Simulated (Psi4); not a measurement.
# H2O2 (hydrogen peroxide): MP2/cc-pVTZ (density fitting, density fitting for correlation, sweep point 6)

Aim: the vertical singlet–triplet gap of H2O2 (hydrogen peroxide) at MP2/cc-pVTZ (density fitting, density fitting for correlation, sweep point 6), from 2 runs. Input form: a Python script.

Program for the calculation: Psi4 1.11.

## (1) The structure to begin with

H2O2 has 4 atoms, charge 0, and is taken as a singlet. As SMILES, `OO`. Geometry: relaxed at PBE0-D4/def2-TZVP.

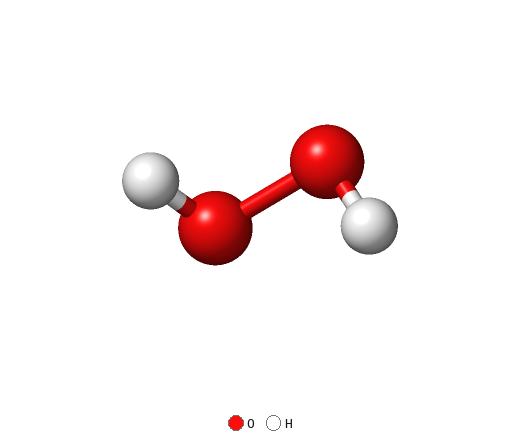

Viewed from a chosen angle; oxygen red, hydrogen white.

## (2) The energy at MP2/cc-pVTZ (density fitting, density fitting for correlation, sweep point 6)

File calc.py:

```python
import psi4

psi4.set_memory(1600000000)
psi4.set_num_threads(1)
psi4.core.set_output_file('h2o2.out', False)

mol = psi4.geometry("""
0 1
O     -0.486800    -0.581100     0.030600
O      0.048300     0.728400     0.206900
H      0.186400    -1.117000     0.467400
H      0.252100     0.969800    -0.704900
symmetry c1
""")

psi4.set_options(dict(basis='cc-pVTZ', puream=True, scf_type='df', num_frozen_docc=2))

E = psi4.energy("mp2")
print(f'total energy {E:.8f} hartree = {E * 27.211386:.5f} eV')
```

Run with:

```bash
$ python calc.py
```

h2o2.out:

```text
[...]
  Running in c1 symmetry.
[...]
  Nuclear repulsion =   37.283118773714371
[...]
  Multiplicity = 1
[...]
  Nalpha       = 9
  Nbeta        = 9
[...]
    Number of basis functions: 88
[...]
   @DF-RHF iter   1:  -150.79019738971482   -7.52613e-01   3.79055e-03 DIIS/ADIIS
[...]
   @DF-RHF iter  11:  -150.83751671175398   -5.62750e-12   9.57913e-09 DIIS
[...]
    Orbital Energies [Eh]
    ---------------------
    Doubly Occupied:
       1A    -20.624101     2A    -20.623798     3A     -1.482593
       4A     -1.206527     5A     -0.716205     6A     -0.710099
       7A     -0.612539     8A     -0.512378     9A     -0.478956
[...]
  @DF-RHF Final Energy:  -150.83751671175398
   => Energetics <=
    Nuclear Repulsion Energy =             37.2831187737143708
    One-Electron Energy =                -282.3068785236027907
    Two-Electron Energy =                  94.1862430381344495
    Total Energy =                       -150.8375167117539775
[...]
 Multipole Moments:
 ------------------------------------------------------------------------------------
     Multipole            Electronic (a.u.)      Nuclear  (a.u.)        Total (a.u.)
 ------------------------------------------------------------------------------------
 L = 1.  Multiply by 2.5417464519 to convert [e a0] to [Debye]
 Dipole X            :         -0.1450144            0.7731780            0.6281636
 Dipole Y            :          0.0487164           -0.2596362           -0.2109197
 Dipole Z            :          0.0785562           -0.4187680           -0.3402118
 Magnitude           :                                                    0.7448628
[...]
```

On the terminal:

```text
total energy -151.33226604 hartree = -4117.96071 eV
```

It took 2.1 s on 1 thread of AMD EPYC 7R43 (Zen 3), shared host; peak memory 0.21 GiB.

## (3) The triplet

File run.py:

```python
import psi4

psi4.set_memory(1600000000)
psi4.set_num_threads(1)
psi4.core.set_output_file('run.log', False)

molecule = psi4.geometry("""
0 3
O     -0.486800    -0.581100     0.030600
O      0.048300     0.728400     0.206900
H      0.186400    -1.117000     0.467400
H      0.252100     0.969800    -0.704900
symmetry c1
""")

psi4.set_options({
    'basis': 'cc-pVTZ',
    'reference': 'uhf',
    'puream': True,
    'scf_type': 'df',
    'num_frozen_docc': 2,
    'maxiter': 150,
})

E = psi4.energy("mp2", molecule=molecule)
print('E =', round(E, 9))
```

Run with:

```bash
$ python run.py
```

run.log:

```text
[...]
  Running in c1 symmetry.
[...]
  Nuclear repulsion =   37.283118773714371
[...]
  Multiplicity = 3
[...]
  Nalpha       = 10
  Nbeta        = 8
[...]
    Number of basis functions: 88
[...]
   @DF-UHF iter   1:  -150.58139162975655   -5.43807e-01   4.03242e-03 ADIIS/DIIS
[...]
   @DF-UHF iter  19:  -150.64576776321135   -2.10321e-12   8.51475e-09 DIIS
[...]
   @S^2 Observed:                2.043265808E+00
[...]
    Orbital Energies [Eh]
    ---------------------
    Alpha Occupied:
       1A    -20.625010     2A    -20.624943     3A     -1.558079
       4A     -1.292888     5A     -0.804241     6A     -0.732436
       7A     -0.723975     8A     -0.567208     9A     -0.561251
      10A     -0.303466
    Alpha Virtual:
      11A      0.141273    12A      0.180422    13A      0.551236
      14A      0.572951    15A      0.642687    16A      0.651287
      17A      0.726776    18A      0.759709    19A      0.800540
      20A      0.832140    21A      0.856659    22A      0.869697
      23A      0.991407    24A      0.997614    25A      1.258967
[...]
  @DF-UHF Final Energy:  -150.64576776321135
   => Energetics <=
    Nuclear Repulsion Energy =             37.2831187737143708
    One-Electron Energy =                -282.2171649315837385
    Two-Electron Energy =                  94.2882783946580076
    Total Energy =                       -150.6457677632113814
  UHF NO Occupations:
  HONO-2 :    8  A 1.9861329
  HONO-1 :    9  A 1.0000000
[...]
 Multipole Moments:
 ------------------------------------------------------------------------------------
     Multipole            Electronic (a.u.)      Nuclear  (a.u.)        Total (a.u.)
 ------------------------------------------------------------------------------------
 L = 1.  Multiply by 2.5417464519 to convert [e a0] to [Debye]
 Dipole X            :         -0.2304573            0.7731780            0.5427207
 Dipole Y            :          0.0773912           -0.2596362           -0.1822450
 Dipole Z            :          0.1248240           -0.4187680           -0.2939440
 Magnitude           :                                                    0.6435543
[...]
```

The script printed:

```text
E = -151.124346211
```

It took 2.3 s on 1 thread of AMD EPYC 7R43 (Zen 3), shared host; peak memory 0.21 GiB.

## (4) Outcome

At MP2/cc-pVTZ (density fitting, density fitting for correlation, sweep point 6), 2 core orbitals frozen:

```
                                                           quantity          value
                                              singlet: total energy  -151.33227 Eh
                       singlet: HOMO energy (Hartree–Fock orbitals)      -13.03 eV
                       singlet: LUMO energy (Hartree–Fock orbitals)        4.04 eV
                     singlet: HOMO–LUMO gap (Hartree–Fock orbitals)       17.07 eV
               singlet: correlation energy (2 core orbitals frozen)     -494.7 mEh
                                              triplet: total energy  -151.12435 Eh
triplet: HOMO energy (Hartree–Fock orbitals) (highest over α and β)       -8.26 eV
 triplet: LUMO energy (Hartree–Fock orbitals) (lowest over α and β)        1.49 eV
               triplet: correlation energy (2 core orbitals frozen)     -478.6 mEh
                         triplet: ⟨S²⟩ of the reference determinant          2.043
                   vertical energy of the triplet above the singlet       5.658 eV
```

In words: At this shape the triplet lies 5.66 eV (546 kJ/mol) above the singlet.
